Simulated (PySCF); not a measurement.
**C2H2F4, SMILES `FCC(F)(F)F`: what the electrons do**

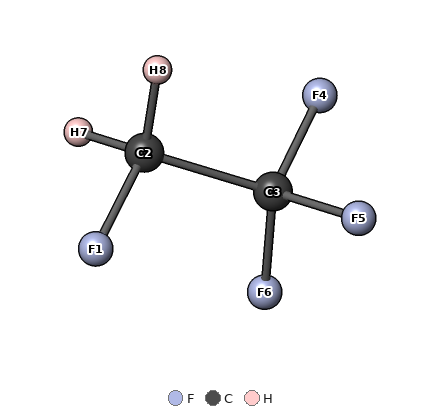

The molecule, with its atoms numbered as below. No frequency check shows the geometry to be a minimum.

Geometry (Å), atoms numbered from 1:

```
F1      -1.9582   -0.1859   -0.0011
C2      -0.9493    0.7232    0.0020
C3       0.4043    0.0088   -0.0003
F4       1.3906    0.9194    0.0067
F5       0.5786   -0.7656    1.0713
F6       0.5819   -0.7523   -1.0795
H7      -1.0316    1.3400   -0.8983
H8      -1.0344    1.3288    0.9111
```

### 1. Bonding charge

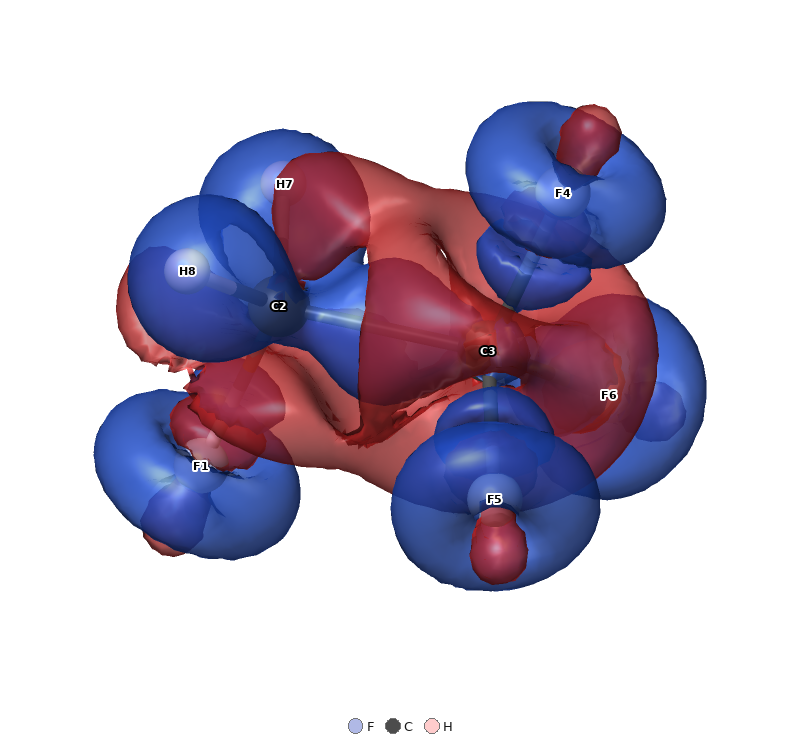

Deformation density (molecule less spherical, spin-averaged free atoms at the same positions), surfaces at ±0.07 e/Å³; blue: gain, red: loss.

Level of theory: PBE/def2-TZVP (PySCF), at a geometry from GFN2-xTB.

Q: How much density has each bond gained at its critical point, relative to the free atoms?

A: C2–H7: +0.76 e/Å³ at the bond critical point (bond length 1.09 Å, Mayer order 0.9). C2–H8: +0.76 e/Å³ at the bond critical point (bond length 1.10 Å, Mayer order 0.9). C2–C3: +0.60 e/Å³ at the bond critical point (bond length 1.53 Å, Mayer order 1.0). C3–F6 and C3–F5: +0.15 e/Å³ at the bond critical point (bond length 1.33 Å, Mayer order 1.2). C3–F4: +0.14 e/Å³ at the bond critical point (bond length 1.34 Å, Mayer order 1.2). F1–C2: −0.01 e/Å³ at the bond critical point (bond length 1.36 Å, Mayer order 1.1); up to 0.6 Å beside the axis the gain reaches +0.24 e/Å³. In all, 1.7 electrons gather in the regions of gain relative to the promolecule. A small or negative value marks a very polar bond, one between electron-rich atoms, whose free-atom densities already overlap strongly, a long bond to a heavier atom, or a closed-shell contact such as a hydrogen bond.

Q: Where do the Hirshfeld charges lie?

A: The highest Hirshfeld charge is on C3 (+0.23 e), the lowest on F1 (−0.10 e).

### 2. Local ionisation energy

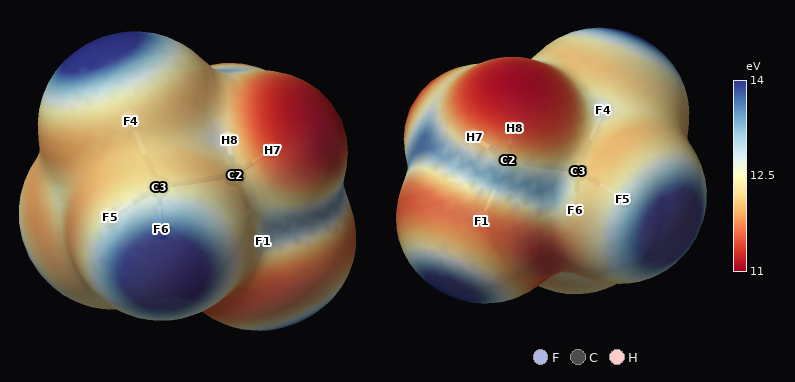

Average local ionisation energy on the surface of electron density 0.001 a.u. (back view left, front view right).

Q: Where are the most loosely bound electrons on this surface?

A: The lowest value is 11.0 eV, 1.3 Å from H8, and at like points elsewhere. Further minima include 11.4 eV, 1.7 Å from F1, and at like points elsewhere; 11.5 eV, 1.7 Å from F1; 11.9 eV, 1.7 Å from F5. For comparison, the highest occupied orbital lies at −8.6 eV.

Q: What volume does the surface enclose, and what is the dipole moment?

A: About 86 Å³; the dipole moment is 1.8 D.

### 3. In an electric field

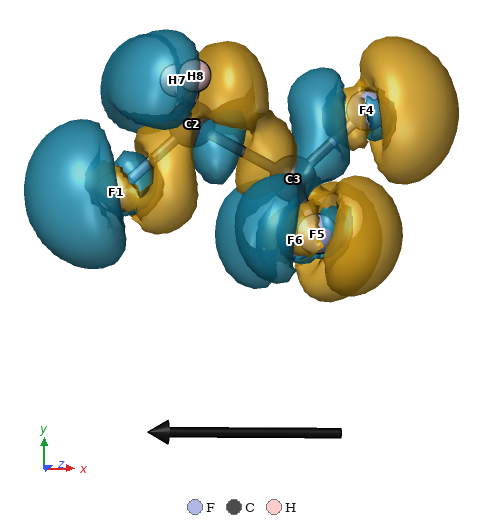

Change of the electron density in a uniform field of 0.21 V/Å along −x (arrow), surfaces at ±0.001 e/Å³ (yellow: gain, teal: loss).

Method: PBE/def2-TZVP; geometry: GFN2-xTB; program: PySCF. A basis without diffuse functions makes polarisabilities too small.

The field was applied in both directions; the picture shows the one opposite to the script's first.

Q: What dipole is induced, and what polarisability does it imply?

A: The induced dipole is 0.30 D (along the field); α along this axis, from the fields in both directions, is 30 bohr³ (4.4 Å³).

### 4. Removing or adding an electron

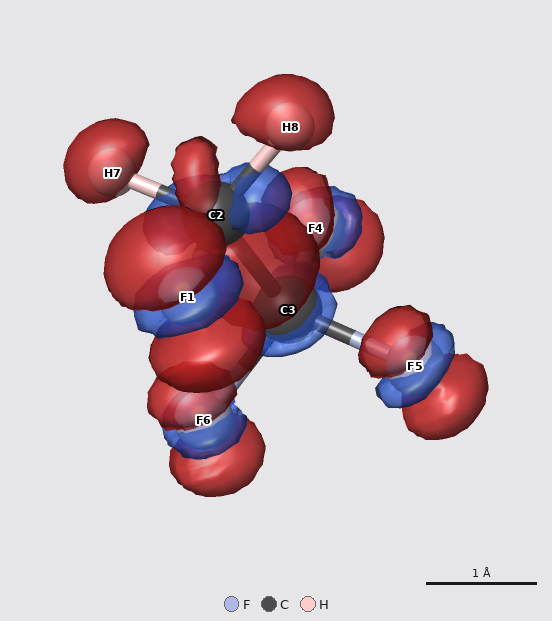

Fukui function f⁻ = ρ(N) − ρ(N−1) at fixed geometry, surfaces at ±0.05 e/Å³ (red positive, blue negative).

Computed with PySCF, PBE/def2-TZVP, geometry: GFN2-xTB.

Q: On which atoms does the density change most on removal of an electron?

A: f⁻ (Hirshfeld-condensed) is largest on F1 (0.23), F4 (0.14) and F5 and F6 (0.13 each); the vertical ionisation energy is 12.35 eV (the stability of the cation's solution wasn't checked). Condensed values hint at sites of electrophilic attack but needn't mark the atom that reacts. Orbital relaxation makes it negative in places (0.16 e in all).

| atom | f⁻ | charge |
| --- | --- | --- |
| F1 | +0.23 | −0.10 |
| C2 | +0.12 | +0.01 |
| C3 | +0.09 | +0.23 |
| F4 | +0.14 | −0.09 |
| F5 | +0.13 | −0.08 |
| F6 | +0.13 | −0.08 |
| H7 | +0.08 | +0.06 |
| H8 | +0.08 | +0.06 |
